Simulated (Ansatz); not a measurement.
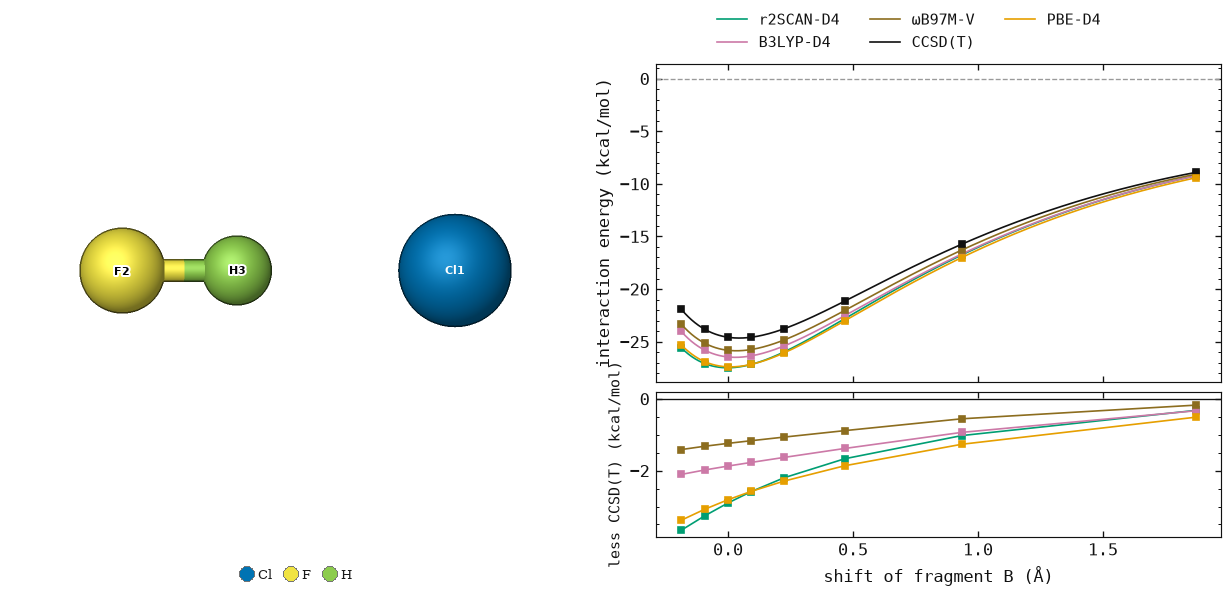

Interaction curve of the pair Cl⁻ (A) and FH (B), SMILES [Cl-].F, from the arrangement drawn (closest contact, H···H pairs aside, Cl1···H3 1.87 Å; others can bind more strongly), without the energy that it costs to deform the partners. The Ansatz code 0.2.0, def2-TZVPPD, cores frozen in correlated methods. Fragment B of a pair is moved rigidly from the minimum (PBE0-D4/def2-TZVPD) along the line between the fragments' mean atom positions; interaction energies with counterpoise. Splines pass through the computed points, which are marked.

Where is the minimum of each curve?

r2SCAN-D4: near 0.00 Å, −27.48 kcal/mol; B3LYP-D4: near 0.03 Å, −26.49 kcal/mol; ωB97M-V: near 0.03 Å, −25.86 kcal/mol; CCSD(T): near 0.04 Å, −24.66 kcal/mol; PBE-D4: near 0.01 Å, −27.39 kcal/mol (from the spline).

Order the curves at −0.19 Å, where they differ most.

r2SCAN-D4 −25.57, PBE-D4 −25.29, B3LYP-D4 −24.02, ωB97M-V −23.32, CCSD(T) −21.91 kcal/mol, from lowest to highest.

Give the values at the computed points.

In kcal/mol:
```tsv
shift of fragment B (Å)	r2SCAN-D4	B3LYP-D4	ωB97M-V	CCSD(T)	PBE-D4
−0.19	−25.57	−24.02	−23.32	−21.91	−25.29
−0.09	−27.08	−25.80	−25.14	−23.82	−26.89
0.00	−27.48	−26.45	−25.82	−24.58	−27.39
0.09	−27.16	−26.35	−25.74	−24.58	−27.15
0.22	−25.97	−25.40	−24.84	−23.77	−26.06
0.47	−22.81	−22.52	−22.03	−21.14	−23.00
0.94	−16.76	−16.67	−16.29	−15.74	−17.00
1.87	−9.24	−9.25	−9.09	−8.92	−9.43
```
